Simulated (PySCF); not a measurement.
Vertical excitations of a molecule C5H4F2 from TDA-PBE0/def2-SVPD (PySCF), as energy in eV (oscillator strength): 5.16 (0.000), 5.71 (0.292), 5.97 (0.000), 7.39 (0.000), 7.69 (0.580), 7.69 (0.001), 7.75 (0.337), 7.79 (0.031), 7.95 (0.003), 8.04 (0.010). Lowest triplet (TDA): 3.30 eV. Geometry optimised at PBE0-D3(BJ)/def2-SVP. Other conformers were not sampled.

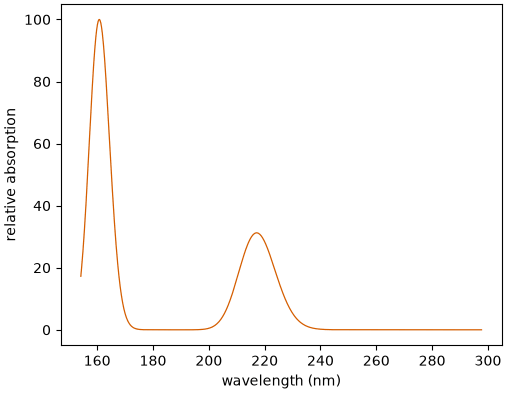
Fig. 1. The lines broadened by 0.4 eV.

### Question
Which molecule gave these data?
(A) C#C[C@H](F)C(=C)F
(B) C#C[C@]1(F)C[C@H]1F
(C) C=CC#CC(F)F
(D) C=CC(F)=C=CF

### Answer
C, C=CC#CC(F)F
